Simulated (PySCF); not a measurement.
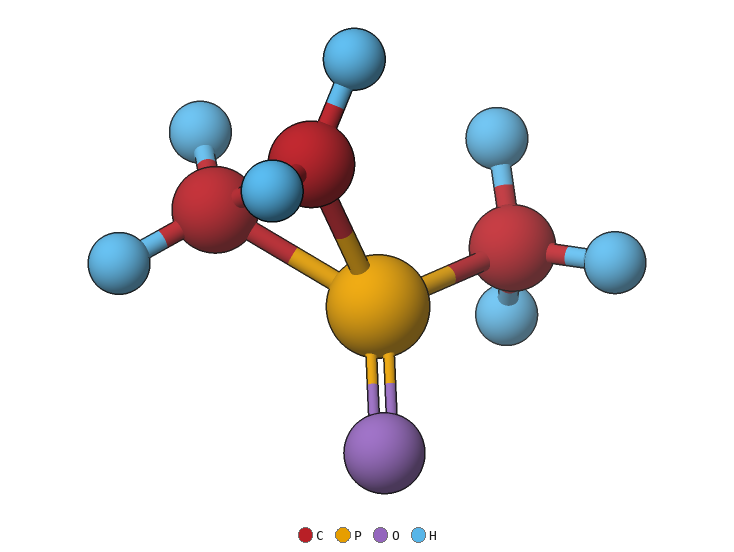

Ball-and-stick drawing of a structure.

The geometry was computed by an optimisation with GFN2-xTB. No frequency run is at hand to confirm it as a minimum.

Identify the structure.

It has 12 atoms: 3 carbon, 7 hydrogen, 1 oxygen and 1 phosphorus (C3H7OP). SMILES: `CP1(=O)CC1`. Independent rings (smallest set): 1 of 3 members. This geometry has Cs symmetry. Coordination, clear cases only: 1 C tetrahedral.

The parts below concern this one geometry. Atoms keep their numbers from picture to picture.

Shape

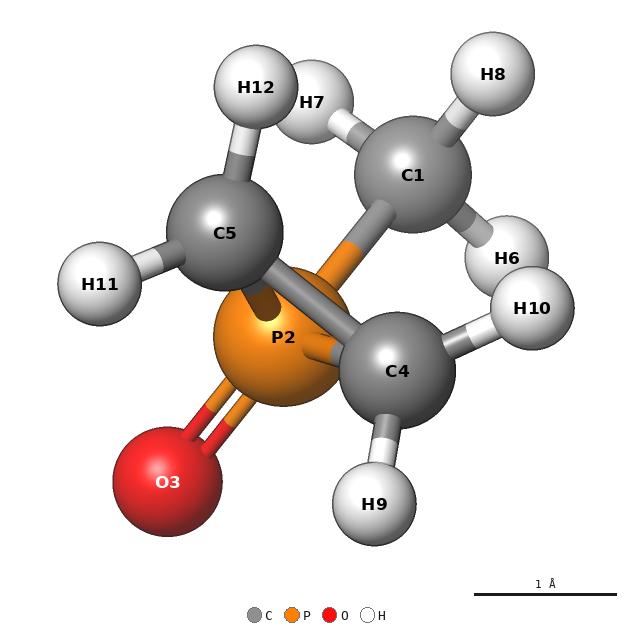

The atoms are numbered. No frequency run is at hand to confirm it as a minimum.

Give the bond lengths.

```tsv
bond	length (Å)	order
C1–P2	1.824	single
C1–H6	1.088	single
C1–H7	1.088	single
C1–H8	1.084	single
P2–O3	1.468	double
P2–C4	1.806	single
P2–C5	1.807	single
C4–C5	1.565	single
C4–H9	1.081	single
C4–H10	1.079	single
C5–H11	1.081	single
C5–H12	1.080	single
```

Electronic properties

No frequency run is at hand to confirm it as a minimum. Method: B3LYP/def2-SVPD, gas phase (PySCF 2.14.0). Excitations: vertical, linear response.

Question: Give the LUMO energy (Kohn–Sham orbital) at this level.

Answer: 0.05 eV.

Question: Give the brightest of the 8 lowest singlets at this level.

Answer: 7.05 eV.

Question: Estimate the dipole moment.

Answer: 4.30 D.

Question: Give the HOMO energy (Kohn–Sham orbital) at this level.

Answer: −6.90 eV.

Core levels

No frequency run is at hand to confirm it as a minimum. Level of theory: delta-SCF UKS SCAN, pcX-2 on the ionised atom, pcseg-1 elsewhere, spin-free X2C (PySCF 2.14.0).

Give the core-electron binding energies (to vacuum; p and d levels without spin–orbit splitting) of C1 1s, P2 1s, P2 2p, O3 1s, C4 1s.

| atom | level | binding energy (eV) |
| --- | --- | --- |
| C1 | 1s | 291.2 |
| P2 | 1s | 2151.8 |
| P2 | 2p | 138.2 |
| O3 | 1s | 536.3 |
| C4 | 1s | 290.6 |

Polarisability

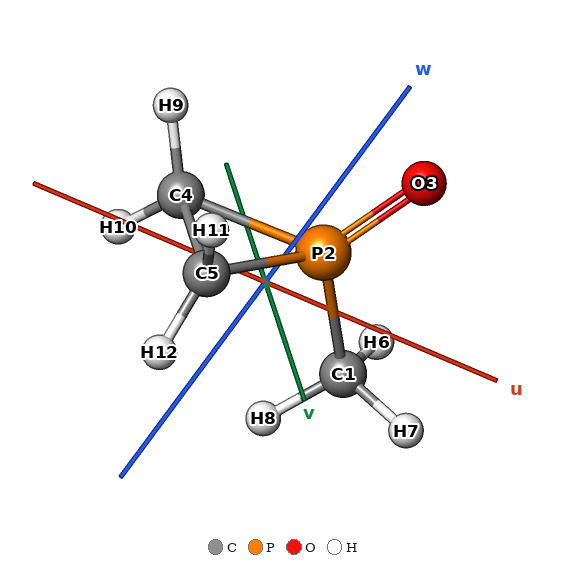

The lines u, v and w are the principal axes of the static dipole polarisability. No frequency run is at hand to confirm it as a minimum. Method: B3LYP/def2-SVPD (PySCF 2.14.0).

Question: Along which axis is the molecule most polarisable, and along which least?

Answer: Most along u, least along v (nearly parallel to the C4–C5 bond).

Question: Give the three principal values.

Answer: u 70.7, v 53.9, w 59.8 bohr³; mean 61.5, anisotropy 14.8 bohr³.

The geometry is semi-empirical. Around P such bond lengths and angles can be off by a tenth of an ångström or more and by several degrees, and values that hang on the shape move with them.
